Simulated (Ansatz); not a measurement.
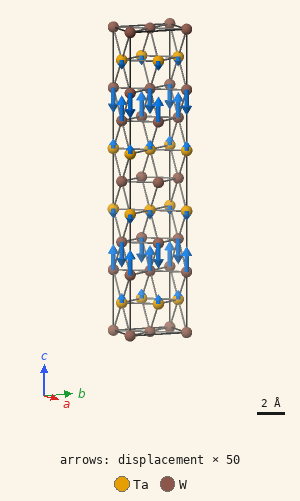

This is a relaxation of solid Ta$_{2}$W$_{3}$ (a generated structure, set up in Fmmm) (coarse preliminary run). The starting structure is drawn; blue arrows show the displacements (the part carried along by the change of the cell is left out), 50 times their true length.

Style: ball-and-stick. Shown: the conventional cell (4 times the calculation's cell), slightly off an axis. Lengths and directions refer to the drawn axes.

Method: DFT PBE, scalar-relativistic, plane waves, PAW in Ansatz.

The input:
```yaml
crystal:
  lattice:
    - [0.0, 2.29525527, 11.47627636]
    - [1.62299057, 0.0, 11.47627636]
    - [1.62299057, 2.29525527, 0.0]
  atoms:
    - { symbol: Ta, position: [0.6, 0.6, 0.4] }
    - { symbol: Ta, position: [0.4, 0.4, 0.6] }
    - { symbol: W, position: [0.2, 0.2, 0.8] }
    - { symbol: W, position: [0.8, 0.8, 0.2] }
    - { symbol: W, position: [0.0, 0.0, 0.0] }
basis:
  ecutwfc: 420
kpoints:
  mp_grid: { grid: [6, 6, 6] }
hamiltonian:
  xc: pbe
scf:
  occupations: { method: gaussian, width: 0.1 }
  lower_state_search: "off"
output:
  forces: true
  stress: true
  eigenvalues: true
relax:
  adjacent_minimum: "off"
  f_tol: 0.04
  max_steps: 70
  cell: { stress_tol: 0.4 }
```

Command:
```bash
ansatz run input.yaml --threads 4 --pin off --max-ram 8192MiB --backend cpu --events-out ev --progress --plain --runs-dir out
```

Q: Describe the change and its energy.

A: The largest moves relative to the cell, 0.039 Å, are those of W3 and W4. W4 goes along −c. Largest moves by element: W 0.039 Å, Ta 0.015 Å. The volume changes by −1.4 %, with a 3.246 → 3.230 Å (−0.5 %), b 4.591 → 4.614 Å (+0.5 %), c 22.953 → 22.629 Å (−1.4 %). Among the contacts that change: W3–W4 2.811 → 2.717 Å, W3–W4 (another image) 3.246 → 3.178 Å, Ta1–W5 2.811 → 2.792 Å, Ta1–Ta1 3.246 → 3.230 Å. The space group stays Fmmm (No. 69). After 4 accepted moves (6 points after the start) the energy has fallen by 9.8 meV per atom. Largest force component: 0.68 eV/Å at the start, 0.007 eV/Å at the end. The pressure goes from −3.48 to −0.02 GPa. The line search rejected the trial step at point 1 of the run. At 1 point the geometry stayed and the basis and grid were re-selected for the new cell (energy shift of 0.1 meV per atom at most each time).

Limits of the set-up: the k-point mesh is coarse for a cell with partly filled bands.
